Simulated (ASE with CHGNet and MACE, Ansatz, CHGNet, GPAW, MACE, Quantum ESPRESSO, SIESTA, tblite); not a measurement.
**Machine-learned potentials on amorphous Hg20Zn15S35 (70 atoms): settings against a plane-wave reference**

How do the settings of machine-learned potentials change the result for amorphous Hg20Zn15S35 (70 atoms)? A plane-wave run serves as the yardstick.

Calculated with ASE with CHGNet and MACE; the method is named at each step.

**1. The starting structure**

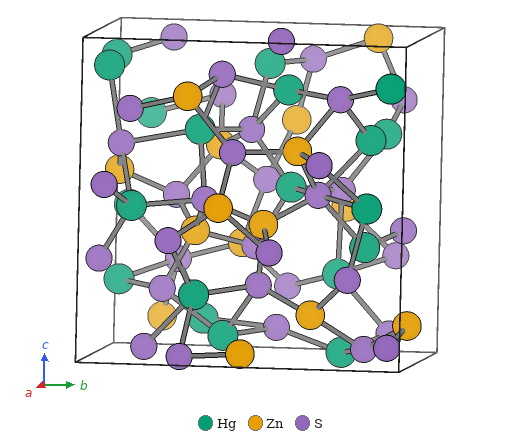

Start, viewed slightly off an axis; mercury teal, zinc orange, sulfur purple. Bonds to atoms that aren't drawn are left out.

The cell holds 70 atoms: 20 Hg, 15 Zn and 35 S. Cell: a = 11.824 Å, b = 11.824 Å, c = 11.824 Å, α = 90.0°, β = 90.0°, γ = 90.0°. 70 atoms (20 Hg, 15 Zn, 35 S) placed at random at 6.14 g/cm³, melted at 2500 K for 10 ps at fixed volume with the Stillinger-Weber II-VI potential (Zhou et al., Phys. Rev. B 88, 085309 (2013)). Quenched from 2500 K to 700 K at 500 K/ps and fixed volume, held 5 ps, then minimised at fixed cell. Then every atom was moved at random, 0.03 Å r.m.s. a Cartesian component.

The yardstick, on the same geometry:

```
method                 : Kohn-Sham DFT, PBE, SSSP efficiency 1.3.0 pseudopotentials, plane waves (Quantum ESPRESSO 7.5); sssp-pbe-1.3.0-efficiency, cutoffs 45/360 Ry, Γ point
r.m.s. force component : 0.4077 eV/Å
longest force          : 1.413 eV/Å
pressure               : -2.436 GPa
time                   : 8.8 min on 4 MPI ranks of Arm Neoverse V1, shared host
CPU time               : 35 min
```

**2. CHGNet 0.3.0 potential**

Method: machine-learned interatomic potential CHGNet 0.3.0, trained on PBE(+U) plane-wave data.

run.py reads:

```python
import numpy as np
from ase.io import read
import mlip  # loads the published weights by name

atoms = read("structure.xyz")
atoms.calc = mlip.calc("chgnet-0.3.0")
energy = atoms.get_potential_energy()
forces = atoms.get_forces()
print(f"energy {energy:.6f} eV")
print("forces (eV/A)")
for i, (a, f) in enumerate(zip(atoms, forces)):
    print(f"{i:4d} {a.symbol:2s} {f[0]:10.5f} {f[1]:10.5f} {f[2]:10.5f}")
stress = -atoms.get_stress(voigt=False) * 160.21766
print("stress (GPa, compression positive)")
for row in stress:
    print(" ".join(f"{x:10.4f}" for x in row))
```

structure.xyz reads:

```xyz
70
Lattice="11.82420 0.00000 0.00000 0.00000 11.82420 0.00000 0.00000 0.00000 11.82420" Properties=species:S:1:pos:R:3 pbc="T T T"
Hg 8.89180 3.91866 2.40126
Hg 2.74783 8.44709 2.92282
Hg 0.18280 1.20571 8.41576
Hg 0.98141 0.57300 5.10794
Hg 2.95972 5.82543 10.51786
Hg 4.76645 8.87477 0.20633
Hg 3.33064 0.26593 10.69475
Hg 3.00193 10.15155 8.07841
Hg 6.13286 6.89398 9.78074
Hg 3.10090 3.61620 1.18656
Hg 9.23174 10.21292 5.73710
Hg 4.70863 6.90261 6.15249
Hg 6.50059 0.37424 10.50746
Hg 3.25946 0.52417 2.53546
Hg 6.03720 4.69054 0.77555
Hg 6.32938 9.97040 8.04412
Hg 6.13641 9.80853 4.13268
Hg 7.90980 1.45781 5.51611
Hg 6.30927 3.71812 8.25897
Hg 9.83253 11.06390 10.16255
Zn 8.15621 6.32547 4.98496
Zn 0.75509 9.50618 11.41414
Zn 5.18503 3.49133 4.50443
Zn 0.04671 6.50899 8.31017
Zn 2.52801 4.03938 7.48283
Zn 8.19914 8.12122 1.74431
Zn 8.88163 7.58877 7.73102
Zn 2.01047 4.86176 3.91570
Zn 10.91929 4.97775 5.71133
Zn 0.07709 1.75779 1.02823
Zn 9.95326 3.65521 9.68118
Zn 8.59418 11.70726 1.48701
Zn 11.34343 5.94958 0.45322
Zn 0.24015 8.40393 5.20832
Zn 4.12511 0.54983 6.57863
S 0.75001 3.86864 9.19308
S 9.55726 9.60125 3.14382
S 7.02984 8.16721 6.03862
S 5.30516 2.34947 2.36839
S 0.67457 7.13330 10.57474
S 7.13874 0.22762 3.51214
S 11.09122 11.27650 0.81575
S 1.21576 2.43661 3.20731
S 0.71264 10.32040 3.52267
S 10.51491 6.83261 4.11340
S 4.37188 5.36783 8.18849
S 4.35509 5.59344 3.95732
S 2.70325 10.36923 0.79707
S 3.92753 10.95370 4.64431
S 9.16340 6.94057 11.73032
S 7.26183 6.08249 2.72169
S 9.64713 5.30824 7.66078
S 3.28937 2.55474 5.67278
S 7.75112 2.01082 0.39516
S 10.51266 3.63405 0.24523
S 10.40269 0.73168 6.41014
[... 10 atom lines left out ...]
S 1.93976 2.17305 11.30464
S 9.03676 1.45899 9.11681
S 8.20410 9.04078 9.61556
S 6.38838 0.85453 7.68136
```

The run is started by

```
$ OMP_NUM_THREADS=1 python run.py > output.txt
```

Output:

```text
CHGNet v0.3.0 initialized with 412,525 parameters
CHGNet will run on cpu
energy -194.501114 eV
forces (eV/A)
   0 Hg    0.33072    0.11374    0.01580
   1 Hg   -0.84072    0.01478    0.20897
   2 Hg   -0.16152    0.60574    0.23789
   3 Hg   -0.44562   -0.18956   -0.50065
   4 Hg   -0.22202    0.32083    0.09486
   5 Hg    0.15787   -0.10080    0.25048
   6 Hg   -0.04212   -0.05631    0.04597
   7 Hg   -0.31955   -0.31427   -0.45142
   8 Hg    0.78237    0.04493    0.36254
   9 Hg    0.32318   -0.33557    0.29335
  10 Hg    0.67313    0.02182   -0.49203
  11 Hg   -0.46593   -0.05884   -0.46325
  12 Hg    0.51430    0.71598    0.33564
  13 Hg    0.21495    0.55872    0.33945
  14 Hg    0.31394   -0.25330   -0.23574
  15 Hg    0.27161    0.44816    0.46759
  16 Hg    0.06796    0.33015   -0.14175
  17 Hg    0.25015    0.40089   -0.05080
  18 Hg    0.65304   -0.02074   -0.02269
  19 Hg    0.04753    0.19874    0.32945
  20 Zn    0.30255   -0.36652   -0.47487
  21 Zn   -0.19221    0.29409   -0.18172
  22 Zn    0.04179    0.09884   -0.03907
  23 Zn   -0.49371   -0.05445   -0.22805
[...]
62 S    -0.42316   -0.52838   -0.61231
  63 S     0.56647    0.32066    0.44752
  64 S    -0.19254   -0.26460    0.42017
  65 S    -0.42779    0.28934   -0.38790
  66 S    -0.04473   -0.10096    0.30088
  67 S     0.54666    0.00978    0.40282
  68 S    -0.17643   -0.34707   -0.89938
  69 S    -1.01918   -0.47620   -0.14208
stress (GPa, compression positive)
   -1.8114    -0.3377    -0.5080
   -0.3377    -2.7942    -0.5219
   -0.5080    -0.5219    -1.7604
```

Elapsed: 6.8 s, on 1 thread of Arm Neoverse V1, shared host; peak memory 0.67 GiB.

Banners, paths, timers and routine set-up lines are dropped from the logs unmarked, and long logs keep their key lines alone; longer cuts are marked.

Against the reference:

```
r.m.s. force component                  : 0.3838 eV/Å
r.m.s. difference of force components   : 253.2 meV/Å
longest difference of force vectors     : 1175 meV/Å
force difference over r.m.s. force      : 62.1 %
slope of forces against the reference's : 0.7502
correlation of force components         : 0.797
pressure                                : -2.122 GPa
pressure difference                     : 0.3143 GPa
```

Length of the force difference by element (eV/Å):

```
element  atoms  mean  most
     Hg     20  0.35   1.2
      S     35  0.46  0.88
     Zn     15  0.23  0.52
```

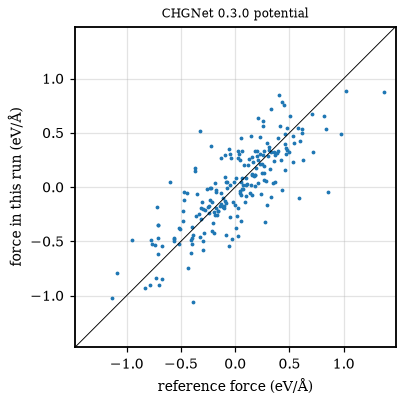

Force components against those of the reference; the line marks equality.

The surroundings of Zn24, which has 5 bonded neighbours where the commonest count for Zn is 4, nearest first, numbered as they follow in the input and with coordinates relative to it.

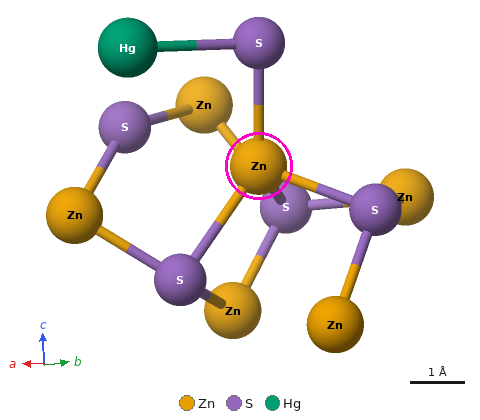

The atoms of the table, within 3.7 Å (arrows a, b, c point along x, y, z); some may hide others; the central atom is ringed.

```
atom      x      y      z  distance (Å)  bonds     Fx     Fy  Fz (eV/Å)
Zn24   0.00   0.00   0.00          0.00      5  -0.49  -0.05      -0.23
 S40   0.63   0.62   2.26          2.43      4   0.29   0.13       0.04
 S63  -0.81   2.14  -0.93          2.47      4  -0.42  -0.53      -0.61
 S52  -2.22  -1.20  -0.65          2.61      4   0.65   0.49       0.54
 S62   1.34  -0.89  -2.11          2.66      4  -0.55  -0.44       0.04
 S36   0.70  -2.64   0.88          2.87      4  -0.09  -0.58      -0.84
Zn29  -0.95  -1.53  -2.60          3.16      4   0.05   0.17      -0.31
Zn27  -2.99   1.08  -0.58          3.23      4   0.54   0.05       0.31
Zn25   2.48  -2.47  -0.83          3.60      4  -0.41  -0.21      -0.24
Zn34   0.19   1.89  -3.10          3.64      4  -0.19   0.13      -0.16
Zn31  -1.92  -2.85   1.37          3.70      5  -0.01  -0.01       0.03
 Hg5   2.91  -0.68   2.21          3.72      3  -0.22   0.32       0.09
```

Atoms are counted from 1 here, from 0 in the log.

Forces lie 62 % from the reference's, at 0.0018 times its CPU time (on 1 against 4 cores).

**3. CHGNet r2SCAN potential**

Method: machine-learned interatomic potential CHGNet r2SCAN, trained on r2SCAN plane-wave data.

Changes to run.py since step 2:

```diff
@@ -5,3 +5,3 @@
 atoms = read("structure.xyz")
-atoms.calc = mlip.calc("chgnet-0.3.0")
+atoms.calc = mlip.calc("chgnet-r2scan")
 energy = atoms.get_potential_energy()
```

structure.xyz is that of step 2.

Output:

```text
CHGNet vr2scan initialized with 412,525 parameters
CHGNet will run on cpu
energy -1421.256348 eV
forces (eV/A)
   0 Hg    0.30895   -0.03542   -0.02598
   1 Hg   -0.70284   -0.09517    0.19423
   2 Hg   -0.19976    0.34895    0.14392
   3 Hg   -0.35426   -0.20837   -0.54144
   4 Hg   -0.26511    0.28071    0.20442
   5 Hg    0.25729    0.03777    0.18214
   6 Hg   -0.12025    0.05824    0.12071
   7 Hg   -0.25980   -0.22973   -0.37308
   8 Hg    0.62451   -0.01671    0.35903
   9 Hg    0.22549   -0.35400    0.09992
  10 Hg    0.44957    0.08507   -0.46615
  11 Hg   -0.40545   -0.13034   -0.42149
  12 Hg    0.46623    0.57236    0.35125
  13 Hg    0.20321    0.28721    0.30822
  14 Hg    0.23501   -0.17272   -0.10777
  15 Hg    0.25713    0.30298    0.42657
  16 Hg    0.05724    0.40984   -0.12687
  17 Hg    0.16292    0.29476   -0.11779
  18 Hg    0.40019    0.17488   -0.00210
  19 Hg   -0.01886    0.24625    0.22345
  20 Zn    0.15973   -0.22609   -0.45916
  21 Zn   -0.12143    0.28127   -0.20372
  22 Zn   -0.03379    0.19013   -0.02944
  23 Zn   -0.49746    0.08371   -0.23170
[...]
62 S    -0.40612   -0.73798   -0.60400
  63 S     0.56510    0.32921    0.57580
  64 S    -0.20406   -0.16888    0.45072
  65 S    -0.42528    0.39129   -0.27404
  66 S     0.10140   -0.23563    0.46793
  67 S     0.50514   -0.01228    0.41269
  68 S    -0.16436   -0.22727   -0.90727
  69 S    -0.97758   -0.46377   -0.33356
stress (GPa, compression positive)
   -2.6720    -0.2646    -0.5164
   -0.2646    -3.5593    -0.5543
   -0.5164    -0.5543    -2.7146
```

Elapsed: 6.8 s, on 1 thread; peak memory 0.67 GiB.

Compared with the plane-wave run:

```
r.m.s. force component                  : 0.3607 eV/Å
r.m.s. difference of force components   : 276.5 meV/Å
longest difference of force vectors     : 1316 meV/Å
force difference over r.m.s. force      : 67.83 %
slope of forces against the reference's : 0.6613
correlation of force components         : 0.7475
pressure                                : -2.982 GPa
pressure difference                     : -0.5457 GPa
```

Against the first run (62 %), the force difference from the reference is 68 %, at 1.0 times the CPU time; this potential was trained at another functional than the reference's, which explains only part of so large a difference.

**4. MACE MP-0b2 small potential**

Method: machine-learned interatomic potential MACE MP-0b2 small, trained on PBE(+U) plane-wave data.

Changes to run.py since step 3:

```diff
@@ -5,3 +5,3 @@
 atoms = read("structure.xyz")
-atoms.calc = mlip.calc("chgnet-r2scan")
+atoms.calc = mlip.calc("mace-mp-0b2-small")
 energy = atoms.get_potential_energy()
```

structure.xyz is that of step 3.

Output:

```text
energy -172.153052 eV
forces (eV/A)
   0 Hg    0.29650    0.23298   -0.01459
   1 Hg   -0.51901    0.20565    0.28498
   2 Hg    0.07047    0.32950    0.36920
   3 Hg   -0.68949   -0.26168    0.03056
   4 Hg    0.03436    0.19933    0.14332
   5 Hg    0.25778   -0.07651    0.04065
   6 Hg    1.04540   -0.50639   -0.70455
   7 Hg    0.50329    0.23614   -0.00635
   8 Hg    0.43207    0.40909    0.62070
   9 Hg    0.33887   -0.39628    0.13338
  10 Hg    0.74553    0.03452   -0.40923
  11 Hg   -0.49741    0.05383   -0.34519
  12 Hg   -0.65039    0.45664    0.17172
  13 Hg    0.36697    0.60555    0.34891
  14 Hg    0.16512   -0.22469   -0.45533
  15 Hg   -0.26376    0.47769    0.61932
  16 Hg    0.39169    0.35289    0.03247
  17 Hg    0.26374    0.21689   -0.04891
  18 Hg    0.82056   -0.25920    0.16088
  19 Hg    0.09117    0.17369    0.21025
  20 Zn    0.45075   -0.29973   -0.72229
  21 Zn   -0.02911    0.25412   -0.29947
  22 Zn    0.33665    0.16216    0.01620
  23 Zn   -0.35013   -0.22772   -0.18388
[...]
62 S    -0.32833   -0.20403   -0.30733
  63 S     0.19874    0.44443    0.23919
  64 S    -0.02277   -0.31442    0.32736
  65 S    -0.27022    0.13602   -0.46280
  66 S    -0.36614    0.70414    0.25374
  67 S     0.92677    0.28741    0.30234
  68 S    -0.06014   -0.71934   -0.79752
  69 S    -1.47454   -0.05022   -0.18674
stress (GPa, compression positive)
   -0.8773    -0.6846    -0.5134
   -0.6846    -1.7224    -0.7915
   -0.5134    -0.7915    -0.7784
```

Wall time 7.5 s (1 thread); peak memory 0.72 GiB.

Numbers from this run, and their distance from the reference:

```yaml
r_m_s_force_component: 0.431 eV/Å
r_m_s_difference_of_force_components: 150.4 meV/Å
longest_difference_of_force_vectors: 541.3 meV/Å
force_difference_over_r_m_s_force: 36.89 %
slope_of_forces_against_the_reference_s: 0.9907
correlation_of_force_components: 0.9372
pressure: -1.126 GPa
pressure_difference: 1.31 GPa
```

Against the first run (62 %), the force difference from the reference is 37 %, at 1.7 times the CPU time.

**5. The ladder**

Differences are against the plane-wave reference, forces as r.m.s. over components; share is that over the reference's r.m.s. force, slope the least-squares factor from reference forces to these. Total energies of different programs have different zeros and aren't compared.

```
                        run  Δ force, r.m.s. (meV/Å)  share (%)  slope  Δ pressure (GPa)  cores  CPU time  memory (GiB)
                  reference                        -          -      -                 -      4    35 min           4.5
     CHGNet 0.3.0 potential                      253       62.1  0.750             0.314      1     3.8 s          0.67
    CHGNet r2SCAN potential                      277       67.8  0.661            -0.546      1     3.8 s          0.67
MACE MP-0b2 small potential                      150       36.9  0.991              1.31      1     6.4 s          0.72
```

Times of the machine-learned potentials are mostly Python's start and the loading of weights.

CPU time is summed over cores on a shared host, where runs went side by side, so it is rough. Symmetry, cutoffs, thresholds, outputs and thread counts weren't matched or tuned between programs; memory under MPI is the largest rank's times the ranks.

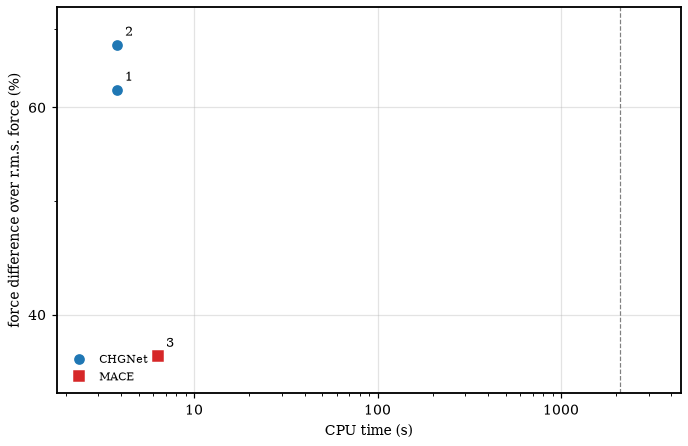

Force difference against CPU time; the dashed line marks the reference's time. Points: 1 CHGNet 0.3.0 potential; 2 CHGNet r2SCAN potential; 3 MACE MP-0b2 small potential.

A second geometry, displaced anew (every atom was moved at random, 0.06 Å r.m.s. a Cartesian component), gives an energy difference that all programs can be tested on. The reference puts it at 13.80 meV/atom.

```
                        run  energy less the first geometry's (meV/atom)  error (meV/atom)  force share at the second geometry (%)
     CHGNet 0.3.0 potential                                        13.73           -0.0681                                    58.3
    CHGNet r2SCAN potential                                        11.86             -1.95                                    64.6
MACE MP-0b2 small potential                                        10.61             -3.19                                    34.8
```

**6. Results**

```
nearest in forces : MACE MP-0b2 small potential, 37 %
its CPU time      : 6.4 s
```

In words: Machine-learned potentials differ by 37 % (MACE MP-0b2 small potential) to 68 % (CHGNet r2SCAN potential); they were trained on other programs' data, some at another functional. Among those trained on PBE data the slope goes as low as 0.75, with a correlation of 0.80, so directions differ as well as sizes. The energy difference between the two geometries, 13.8 meV/atom in the reference, is met best by CHGNet 0.3.0 potential (-0.0681) and worst by MACE MP-0b2 small potential (-3.19). The reference's pressure holds the uncorrected Pulay stress of its 45 Ry basis, so small pressure differences, and their order, may be the reference's own error. Machine-learned potentials mimic data converged in k, so the reference's own k-point error enters their differences. The quench rate of 500 K/ps is many orders above laboratory rates, so the cell is likely richer in defects and strain than a real sample. The network of bonds at the start is that of the classical potential that made the cell, and needn't be the one that DFT or experiment would give. The reference's pressure of -2.4 GPa belongs to a cell and atoms that aren't relaxed at this level. The electronic-structure runs sample only Γ, in a cell whose shortest periodic width is 12 Å, which is coarse for a cell with partly filled levels. Spin–orbit coupling is left out, which matters for the levels of the heavy elements.

[Also dropped from logs without a mark: logging warnings of Python, and SIESTA's first energy breakdown and zero terms.]

[Logs are printed without paths, hosts, clocks, repeated set-up lines and the standing remarks that a program may print on its own settings, such as how far it seeks lower states.]

[Hosts, paths, dates, database ids (printed as entryN), source tags and the programs' standing remarks are cut or masked in the printed files.]
